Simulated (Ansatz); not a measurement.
# H2RuSi: the cost of one run

Computed with Ansatz 0.2.0, Gaussian basis. Level: def2-TZVPP, core rule «outside noble gas», up to 9 orbitals frozen.

Plan: UHF; CCSD(T) on ROHF; CCSD(T) on UHF; CCSDT(Q) on ROHF; CCSDT(Q) on UHF; CASSCF and NEVPT2, 13 electrons in 12 orbitals.

2 further runs of the same task are left out: 2 set aside as unsound or not needed.

### 1 The geometry

The geometry is a PBE0/def2-TZVP stationary point (not a proven minimum). No spin-orbit coupling is included. Elements past krypton take def2 core potentials.

4 atoms, charge 1, spin multiplicity 2.

Atoms are counted from 1 here; the program's logs count them from 0.

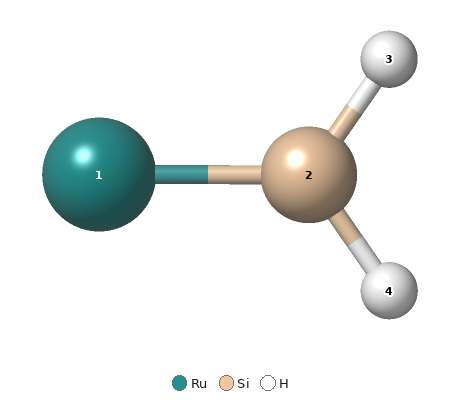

The geometry (ruthenium teal, silicon light orange, hydrogen white); atoms are numbered from 1 in the order of the file.

### 2 UHF

Input file in.yaml:

```yaml
crystal:
  periodic: [false, false, false]
  atoms:
    - {symbol: Ru, position_ang: [0.000000, 0.000000, 0.519558]}
    - {symbol: Si, position_ang: [0.000000, 0.000000, -1.687844]}
    - {symbol: H, position_ang: [0.000000, 1.222304, -2.533795]}
    - {symbol: H, position_ang: [0.000000, -1.222304, -2.533795]}
basis:
  gaussian: {orbitals: def2-TZVPP}
total_charge: 1
magnetization: {spin_polarized: true, initial_magnetization: 1}
hamiltonian: {xc: hf}
output: {orbitals: {seedname: orbitals}}
```

The run is started by

```sh
$ ansatz run in.yaml --threads 1 --pin off --events-out ev --progress --plain --max-ram 4096MiB --backend cpu
```

Q: Estimate wall time and peak memory on 1 thread of AMD EPYC 7R13, shared host.

About 2.4 min, with a peak of 0.34 GiB.
